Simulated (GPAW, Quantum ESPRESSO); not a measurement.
Consider Ni (Nickel, Fm-3m).

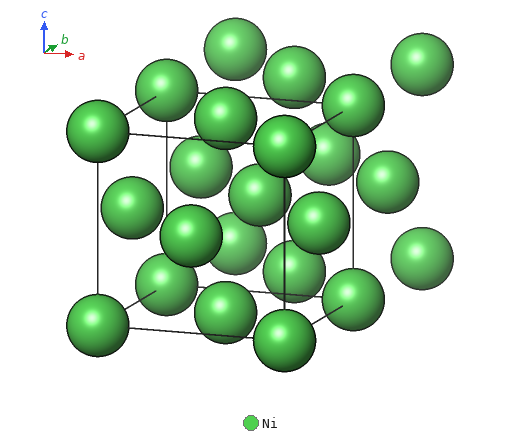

The structure (nickel green). 1×2×1 conventional cells are drawn. Some periodic images of atoms are drawn too.

```cif
data_structure
_symmetry_space_group_name_H-M 'P 1'
_symmetry_Int_Tables_number 1
_cell_length_a 2.4918
_cell_length_b 2.4918
_cell_length_c 2.4918
_cell_angle_alpha 60.000
_cell_angle_beta 60.000
_cell_angle_gamma 60.000
_cell_volume 10.94
loop_
_atom_site_label
_atom_site_type_symbol
_atom_site_fract_x
_atom_site_fract_y
_atom_site_fract_z
_atom_site_occupancy
Ni1 Ni 0.00000 0.00000 0.00000 1
```

Absorber: atom 1, with 12 Ni at 2.49 Å (cuboctahedral, site symmetry m-3m). Method: Quantum ESPRESSO XSpectra, PBE, excited-electron core hole (neutral cell), 13-atom cell with 5.6 Å between holes, 5×5×5 k points, dipole transitions, Lorentzian half width 0.72 eV.

Question: Where do the maxima of the Ni K edge fall?

Main maxima up to 30 eV above the zero (height): 3.4 eV (0.62), 14.7 eV (1.69), 16.9 eV (1.65), 24.3 eV (1.96) and 29.9 eV (1.65). A K edge sees empty p states, which here mix into the lowest empty bands, so that weight starts at the zero. The total-energy difference is 8361.59 eV. One term is added: -28.90 eV, since the hole is spin-paired here and a spin-polarised one costs that much less in the free atom (computed apart). The photon energy is then 8332.69 eV. The tabulated edge of the element is 8333 eV. The functional leaves an error of a few eV in such absolute values.

The Ni K spectrum (energy from the energy zero of the input (xe0, at the border of filled and empty states); intensity scaled to a mean of 1 over the first 20 eV; the points at xe0, where the cut of filled states can leave a spike, are interpolated):

```
E (eV)  intensity
  -2.0       0.07
  -0.5       0.16
   1.0       0.40
   2.5       0.57
   4.0       0.60
   5.5       0.55
   7.0       0.67
   8.5       0.79
  10.0       0.88
  11.5       1.13
  13.0       1.29
  14.5       1.68
  16.0       1.59
  17.5       1.63
  19.0       1.33
  20.5       1.34
  22.0       1.37
  23.5       1.73
  25.0       1.91
  26.5       1.59
  28.0       1.50
  29.5       1.64
  31.0       1.47
```

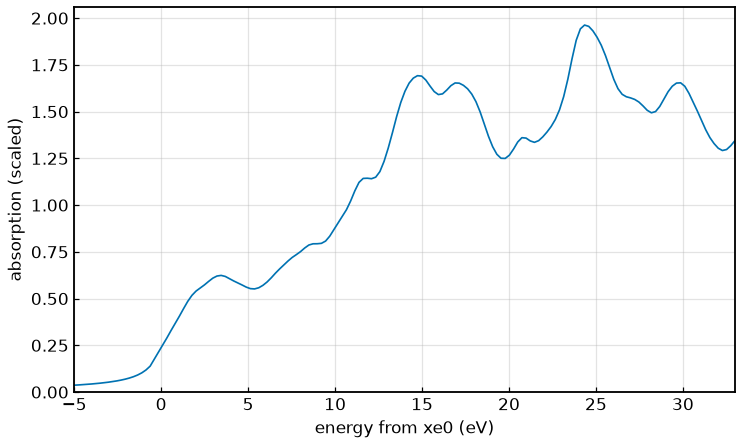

The Ni K edge.

XSpectra leaves a spike where filled states are cut (about half a line width round xe0); it is interpolated away in tables and plots. Quadrupole 1s→3d transitions, which feed the pre-edge, are not in the dipole spectrum. The spins start ferromagnetically in a simple order, which needn't be the measured one; gap and edge can depend on it. The holes are only 5.6 Å apart, so the shape is probably not converged with cell size; no larger cell was run here. Lifetime broadening is put in by hand, and intensities beyond about 20 eV depend on it and on the partial waves. The structure is a published determination, not relaxed.

[Banner, clock and machine lines of the logs are left out without a mark of their own.]

[Logs are printed without paths, hosts, clocks, repeated set-up lines and the standing remarks that a program may print on its own settings, such as how far it seeks lower states.]

[Hosts, paths, dates, database ids (printed as entryN), source tags and the programs' standing remarks are cut or masked in the printed files.]

[Lists of maxima count a maximum above −3 eV only where it reaches 4 % of the highest in the window and stands out from its surroundings by 2 % of it (1.5 % where it reaches 55 %); shoulders and weaker maxima are passed over, and of the rest the first, up to two pre-edge ones and the few strongest are named.]
